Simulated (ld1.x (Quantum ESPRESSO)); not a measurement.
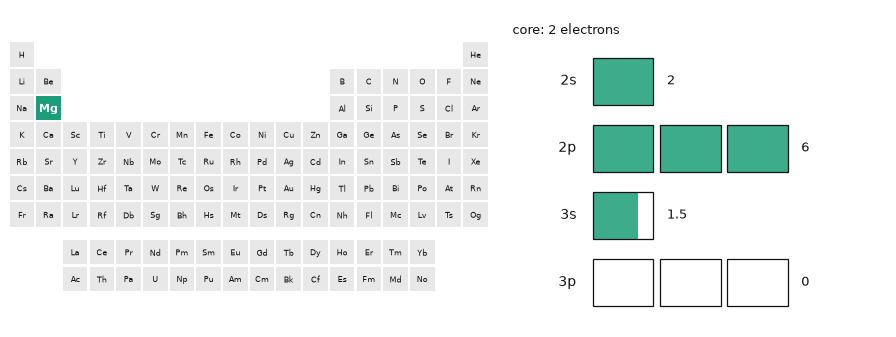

Left, the place of magnesium in the periodic table; right, the valence shells of the reference configuration: a box for each of the 2l + 1 orbitals, shaded by the share of the shell that is filled, with the electron count at the right.

Pseudopotential generation for Mg (part 1 of 2)

Magnesium (Mg, Z = 12), core [He], reference valence 2s2 2p6 3s1.5 3p0 (an ion of charge +0.5), valence charge 10. Computed at this level: TM potential, LDA (PZ), scalar-relativistic, made with ld1.x (Quantum ESPRESSO) 7.5.

### The input
```
 &input
   title='Mg', zed=12., rel=1, dft='PZ', iswitch=3,
   config='[Ne] 3s1.5 3p0',
   nld=2, rlderiv=1.35, eminld=-8.0, emaxld=5.0, deld=0.04
 /
 &inputp
   pseudotype=2, tm=.true., lloc=0,
   nlcc=.true., new_core_ps=.true., rcore=0.35,
   file_pseudopw='Mg.UPF', file_wfcaegen='ae.wfc', file_wfcncgen='nc.wfc', file_beta='beta', file_chi='chi'
 /
2
2P  2  1   6.00   0.00  1.24  1.24  0.0
2S  1  0   2.00   0.00  0.56  0.56  0.0
 &test
   configts(1)='2s2 2p6 3s1.5 3p0'
 /
```

### Input of the test run
```
 &input
   title='Mg', zed=12., rel=1, dft='PZ', iswitch=2,
   config='[Ne] 3s1.5 3p0'
 /
 &test
   file_pseudo='Mg.UPF', nconf=10,
   configts(1)='2s2 2p6 3s1.5 3p0',
   configts(2)='2s2 2p6 3s2 3p0',
   configts(3)='2s2 2p6 3s1 3p0',
   configts(4)='2s2 2p6 3s0 3p0',
   configts(5)='2s2 2p5 3s2 3p0',
   configts(6)='2s1 2p6 3s2 3p0',
   configts(7)='2s2 2p6 3s1 3p1',
   configts(8)='2s2 2p6 3s0 3p1',
   configts(9)='2s2 2p6 3s1.5 3p0', lsdts(9)=1,
   configts(10)='2s2 2p6 3s1 3p0', lsdts(10)=1
 /
```

Hardware: 1 CPU thread, shared host.

Command:
```bash
ld1.x < Mg.in > Mg.out
```

### Output
```
     Program LD1 v.7.5
     --------------------------- All-electron run ----------------------------

     Mg
     scalar relativistic calculation

     atomic number is 12.00
     dft =PZ   lsd =0 sic =0 latt =0  beta=0.20 tr2=1.0E-14
     Exchange-correlation= PZ
                           (   1   1   0   0   0   0   0)
     mesh =1129 r(mesh) = 100.99726 a.u. xmin = -7.00 dx = 0.01250
     1 Ry =  13.60569312 eV, c = 137.03599908

     n l     nl                  e(Ry)          e(Ha)          e(eV)
     1 0     1S 1( 2.00)       -92.4440       -46.2220     -1257.7645
     2 0     2S 1( 2.00)        -6.1420        -3.0710       -83.5663
     2 1     2P 1( 6.00)        -3.7478        -1.8739       -50.9910
     3 0     3S 1( 1.50)        -0.5903        -0.2952        -8.0319
     3 1     3P 1( 0.00)        -0.3025        -0.1512        -4.1151

     final scf error:  1.2E-15 reached in  22 iterations

     Etot =    -398.672518 Ry,    -199.336259 Ha,   -5424.215932 eV

     Ekin =     398.675987 Ry,     199.337994 Ha,    5424.263137 eV
     Encl =    -954.578182 Ry,    -477.289091 Ha,  -12987.697804 eV
     Eh   =     187.994695 Ry,      93.997347 Ha,    2557.798126 eV
     Exc  =     -30.765018 Ry,     -15.382509 Ha,    -418.579391 eV

     normalization and overlap integrals

     s(1S/1S) =  1.000000  <r> =   0.1311  <r2> =    0.0232  r(max) =   0.0854
     s(2S/2S) =  1.000000  <r> =   0.7005  <r2> =    0.5915  r(max) =   0.5502
     s(2P/2P) =  1.000000  <r> =   0.6899  <r2> =    0.6126  r(max) =   0.4796
     s(3S/3S) =  1.000000  <r> =   2.9349  <r2> =   10.0124  r(max) =   2.4354
     s(3P/3P) =  1.000000  <r> =   3.8400  <r2> =   17.3200  r(max) =   3.1271

     ------------------------ End of All-electron run ------------------------

     --------------------- Generating NC pseudopotential ---------------------

      Generating local pot.: lloc=0, matching radius rcloc =   0.5600

      Computing core charge for nlcc:

       r > 0.35 : true rho core
      Core charge pseudized with two Bessel functions
      Integrated core pseudo-charge :   2.04

      Wfc   2P  rcut= 1.240  Using Troullier-Martins method

     ------------------- End of pseudopotential generation -------------------

     --------------------------- All-electron run ----------------------------

     Mg
     scalar relativistic calculation

     atomic number is 12.00
     dft =PZ   lsd =0 sic =0 latt =0  beta=0.20 tr2=1.0E-14
     Exchange-correlation= PZ
                           (   1   1   0   0   0   0   0)
     mesh =1129 r(mesh) = 100.99726 a.u. xmin = -7.00 dx = 0.01250
     1 Ry =  13.60569312 eV, c = 137.03599908

     n l     nl                  e(Ry)          e(Ha)          e(eV)
     1 0     1S 1( 2.00)       -92.4440       -46.2220     -1257.7645
     2 0     2S 1( 2.00)        -6.1420        -3.0710       -83.5663
     2 1     2P 1( 6.00)        -3.7478        -1.8739       -50.9910
     3 0     3S 1( 1.50)        -0.5903        -0.2952        -8.0319
     3 1     3P 1( 0.00)        -0.3025        -0.1512        -4.1151

     final scf error:  1.2E-15 reached in  22 iterations

     Etot =    -398.672518 Ry,    -199.336259 Ha,   -5424.215932 eV

     Ekin =     398.675987 Ry,     199.337994 Ha,    5424.263137 eV
     Encl =    -954.578182 Ry,    -477.289091 Ha,  -12987.697804 eV
     Eh   =     187.994695 Ry,      93.997347 Ha,    2557.798126 eV
     Exc  =     -30.765018 Ry,     -15.382509 Ha,    -418.579391 eV

     normalization and overlap integrals

     s(1S/1S) =  1.000000  <r> =   0.1311  <r2> =    0.0232  r(max) =   0.0854
     s(2S/2S) =  1.000000  <r> =   0.7005  <r2> =    0.5915  r(max) =   0.5502
     s(2P/2P) =  1.000000  <r> =   0.6899  <r2> =    0.6126  r(max) =   0.4796
     s(3S/3S) =  1.000000  <r> =   2.9349  <r2> =   10.0124  r(max) =   2.4354
     s(3P/3P) =  1.000000  <r> =   3.8400  <r2> =   17.3200  r(max) =   3.1271

     ------------------------ End of All-electron run ------------------------

     Computing logarithmic derivative in   1.34496
     Computing logarithmic derivative in   1.34496
     Computing the partial wave expansion
       no projector for channel:   0
     R is outside the sphere for l=    1 j= 0.00

     ---------------------- Testing the pseudopotential ----------------------

     Mg
     scalar relativistic calculation

     atomic number is 12.00   valence charge is 10.00
     dft =PZ   lsd =0 sic =0 latt =0  beta=0.20 tr2=1.0E-14
     mesh =1129 r(mesh) = 100.99726 xmin = -7.00 dx = 0.01250

     n l     nl             e AE (Ry)        e PS (Ry)    De AE-PS (Ry)
     1 0     2S   1( 2.00)       -6.14201       -6.14228        0.00027
     2 1     2P   1( 6.00)       -3.74777       -3.74778        0.00001
     2 0     3S   1( 1.50)       -0.59033       -0.59094        0.00061
     3 1     3P   1( 0.00)       -0.30245       -0.29920       -0.00325

     eps = 6.9E-15  iter = 17

     Etot =    -398.672518 Ry,    -199.336259 Ha,   -5424.215932 eV
     Etotps =  -124.972304 Ry,     -62.486152 Ha,   -1700.334814 eV

     Ekin =      81.264500 Ry,      40.632250 Ha,    1105.659850 eV
     Encl =    -249.274157 Ry,    -124.637079 Ha,   -3391.547689 eV
     Ehrt =      92.048371 Ry,      46.024186 Ha,    1252.381892 eV
     Ecxc =     -18.580400 Ry,      -9.290200 Ha,    -252.799218 eV
     (Ecc =      -1.884648 Ry,      -0.942324 Ha,     -25.641938 eV)
     Epseu=     -30.430618 Ry,     -15.215309 Ha,    -414.029650 eV

     ---------------------- End of pseudopotential test ----------------------
```

### Output of the test run (extracts)
```
     ---------------------- Testing the pseudopotential ----------------------

     Mg
     scalar relativistic calculation

     atomic number is 12.00   valence charge is 10.00
     dft =PZ   lsd =0 sic =0 latt =0  beta=0.20 tr2=1.0E-14
     mesh =1129 r(mesh) = 100.99726 xmin = -7.00 dx = 0.01250

     n l     nl             e AE (Ry)        e PS (Ry)    De AE-PS (Ry)
     1 0     2S   1( 2.00)       -6.14201       -6.14228        0.00027
     2 1     2P   1( 6.00)       -3.74777       -3.74778        0.00001
     2 0     3S   1( 1.50)       -0.59033       -0.59094        0.00061
     3 1     3P   1( 0.00)       -0.30245       -0.29920       -0.00325

     eps = 6.8E-15  iter = 17

     Etot =    -398.672518 Ry,    -199.336259 Ha,   -5424.215932 eV
     Etotps =  -124.972304 Ry,     -62.486152 Ha,   -1700.334814 eV

     Ekin =      81.264500 Ry,      40.632250 Ha,    1105.659850 eV
     Encl =    -249.274157 Ry,    -124.637079 Ha,   -3391.547689 eV
     Ehrt =      92.048371 Ry,      46.024186 Ha,    1252.381892 eV
     Ecxc =     -18.580400 Ry,      -9.290200 Ha,    -252.799218 eV
     (Ecc =      -1.884648 Ry,      -0.942324 Ha,     -25.641938 eV)
     Epseu=     -30.430618 Ry,     -15.215309 Ha,    -414.029650 eV

     ---------------------- End of pseudopotential test ----------------------

     ---------------------- Testing the pseudopotential ----------------------

     Mg
     scalar relativistic calculation

     atomic number is 12.00   valence charge is 10.00
     dft =PZ   lsd =0 sic =0 latt =0  beta=0.20 tr2=1.0E-14
     mesh =1129 r(mesh) = 100.99726 xmin = -7.00 dx = 0.01250

     n l     nl             e AE (Ry)        e PS (Ry)    De AE-PS (Ry)
     1 0     2S   1( 2.00)       -5.82729       -5.82433       -0.00296
     2 1     2P   1( 6.00)       -3.43345       -3.43029       -0.00317
     2 0     3S   1( 2.00)       -0.35187       -0.34246       -0.00940  !
     3 1     3P   1( 0.00)       -0.10122       -0.08945       -0.01177  !

     eps = 9.7E-15  iter = 17

     Etot =    -398.907132 Ry,    -199.453566 Ha,   -5427.408021 eV
     Etotps =  -125.204530 Ry,     -62.602265 Ha,   -1703.494416 eV
     dEtot_ae =      -0.234614 Ry
     dEtot_ps =      -0.232226 Ry,   Delta E=      -0.002388 Ry

     Ekin =      81.364475 Ry,      40.682238 Ha,    1107.020082 eV
     Encl =    -252.437200 Ry,    -126.218600 Ha,   -3434.583071 eV
     Ehrt =      95.062468 Ry,      47.531234 Ha,    1293.390770 eV
     Ecxc =     -18.801172 Ry,      -9.400586 Ha,    -255.802980 eV
     (Ecc =      -1.884648 Ry,      -0.942324 Ha,     -25.641938 eV)
     Epseu=     -30.393102 Ry,     -15.196551 Ha,    -413.519217 eV

     ---------------------- End of pseudopotential test ----------------------

     ---------------------- Testing the pseudopotential ----------------------

     Mg
     scalar relativistic calculation

     atomic number is 12.00   valence charge is 10.00
     dft =PZ   lsd =0 sic =0 latt =0  beta=0.20 tr2=1.0E-14
     mesh =1129 r(mesh) = 100.99726 xmin = -7.00 dx = 0.01250

     n l     nl             e AE (Ry)        e PS (Ry)    De AE-PS (Ry)
     1 0     2S   1( 2.00)       -6.49720       -6.50127        0.00407
     2 1     2P   1( 6.00)       -4.10233       -4.10608        0.00375
     2 0     3S   1( 1.00)       -0.84725       -0.86366        0.01642  !
     3 1     3P   1( 0.00)       -0.52653       -0.53851        0.01197  !

     eps = 2.3E-15  iter = 16

     Etot =    -398.313724 Ry,    -199.156862 Ha,   -5419.334302 eV
     Etotps =  -124.609554 Ry,     -62.304777 Ha,   -1695.399358 eV
     dEtot_ae =       0.358793 Ry
     dEtot_ps =       0.362749 Ry,   Delta E=      -0.003956 Ry

     Ekin =      81.108270 Ry,      40.554135 Ha,    1103.534226 eV
     Encl =    -245.694407 Ry,    -122.847204 Ha,   -3342.842709 eV
     Ehrt =      88.800445 Ry,      44.400222 Ha,    1208.191602 eV
     Ecxc =     -18.336057 Ry,      -9.168029 Ha,    -249.474765 eV
     (Ecc =      -1.884648 Ry,      -0.942324 Ha,     -25.641938 eV)
     Epseu=     -30.487805 Ry,     -15.243902 Ha,    -414.807713 eV

     ---------------------- End of pseudopotential test ----------------------

     ---------------------- Testing the pseudopotential ----------------------

     Mg
     scalar relativistic calculation

     atomic number is 12.00   valence charge is 10.00
     dft =PZ   lsd =0 sic =0 latt =0  beta=0.20 tr2=1.0E-14
     mesh =1129 r(mesh) = 100.99726 xmin = -7.00 dx = 0.01250

     n l     nl             e AE (Ry)        e PS (Ry)    De AE-PS (Ry)
     1 0     2S   1( 2.00)       -7.30935       -7.32190        0.01254  !
     2 1     2P   1( 6.00)       -4.91191       -4.92454        0.01263  !
     2 0     3S   1( 0.00)       -1.31767       -1.46246        0.14479  !
     3 1     3P   1( 0.00)       -0.92643       -1.07937        0.15294  !

     eps = 2.9E-15  iter = 10

     Etot =    -397.207687 Ry,    -198.603844 Ha,   -5404.285897 eV
     Etotps =  -123.451337 Ry,     -61.725668 Ha,   -1679.641006 eV
     dEtot_ae =       1.464831 Ry
     dEtot_ps =       1.520967 Ry,   Delta E=      -0.056136 Ry

     Ekin =      80.624694 Ry,      40.312347 Ha,    1096.954851 eV
     Encl =    -237.483130 Ry,    -118.741565 Ha,   -3231.122593 eV
     Ehrt =      81.884283 Ry,      40.942141 Ha,    1114.092422 eV
     Ecxc =     -17.809036 Ry,      -8.904518 Ha,    -242.304280 eV
     (Ecc =      -1.884648 Ry,      -0.942324 Ha,     -25.641938 eV)
     Epseu=     -30.668148 Ry,     -15.334074 Ha,    -417.261407 eV

     ---------------------- End of pseudopotential test ----------------------

     ---------------------- Testing the pseudopotential ----------------------

     Mg
     scalar relativistic calculation

     atomic number is 12.00   valence charge is 10.00
     dft =PZ   lsd =0 sic =0 latt =0  beta=0.20 tr2=1.0E-14
     mesh =1129 r(mesh) = 100.99726 xmin = -7.00 dx = 0.01250

     n l     nl             e AE (Ry)        e PS (Ry)    De AE-PS (Ry)
     1 0     2S   1( 2.00)       -7.60461       -7.60652        0.00191
     2 1     2P   1( 5.00)       -5.24198       -5.20284       -0.03914  !
     2 0     3S   1( 2.00)       -1.05090       -1.04570       -0.00519  !
     3 1     3P   1( 0.00)       -0.66772       -0.65152       -0.01620  !

     eps = 7.2E-15  iter = 18

     Etot =    -394.596784 Ry,    -197.298392 Ha,   -5368.762751 eV
     Etotps =  -120.911055 Ry,     -60.455527 Ha,   -1645.078703 eV
     dEtot_ae =       4.075734 Ry
     dEtot_ps =       4.061249 Ry,   Delta E=       0.014484 Ry

     Ekin =      75.247395 Ry,      37.623698 Ha,    1023.792967 eV
     Encl =    -231.530653 Ry,    -115.765326 Ha,   -3150.135012 eV
     Ehrt =      79.840853 Ry,      39.920427 Ha,    1086.290150 eV
     Ecxc =     -17.097371 Ry,      -8.548686 Ha,    -232.621585 eV
     (Ecc =      -1.884648 Ry,      -0.942324 Ha,     -25.641938 eV)
     Epseu=     -27.371279 Ry,     -13.685640 Ha,    -372.405223 eV

     ---------------------- End of pseudopotential test ----------------------

     ---------------------- Testing the pseudopotential ----------------------

     Mg
     scalar relativistic calculation

     atomic number is 12.00   valence charge is 10.00
     dft =PZ   lsd =0 sic =0 latt =0  beta=0.20 tr2=1.0E-14
     mesh =1129 r(mesh) = 100.99726 xmin = -7.00 dx = 0.01250

     n l     nl             e AE (Ry)        e PS (Ry)    De AE-PS (Ry)
     1 0     2S   1( 1.00)       -7.57792       -7.61148        0.03356  !
     2 1     2P   1( 6.00)       -5.19825       -5.20769        0.00944  !
     2 0     3S   1( 2.00)       -1.05079       -1.04664       -0.00415
     3 1     3P   1( 0.00)       -0.66642       -0.65193       -0.01449  !

     eps = 2.7E-15  iter = 12

     Etot =    -392.225497 Ry,    -196.112748 Ha,   -5336.499742 eV
     Etotps =  -118.507317 Ry,     -59.253658 Ha,   -1612.374184 eV
     dEtot_ae =       6.447021 Ry
     dEtot_ps =       6.464987 Ry,   Delta E=      -0.017966 Ry

     Ekin =      83.419767 Ry,      41.709884 Ha,    1134.983756 eV
     Encl =    -231.784400 Ry,    -115.892200 Ha,   -3153.587419 eV
     Ehrt =      79.810357 Ry,      39.905178 Ha,    1085.875224 eV
     Ecxc =     -17.091971 Ry,      -8.545985 Ha,    -232.548106 eV
     (Ecc =      -1.884648 Ry,      -0.942324 Ha,     -25.641938 eV)
     Epseu=     -32.861070 Ry,     -16.430535 Ha,    -447.097639 eV

     ---------------------- End of pseudopotential test ----------------------
```

(Continued in part 2.) Outcome of the run: generated.
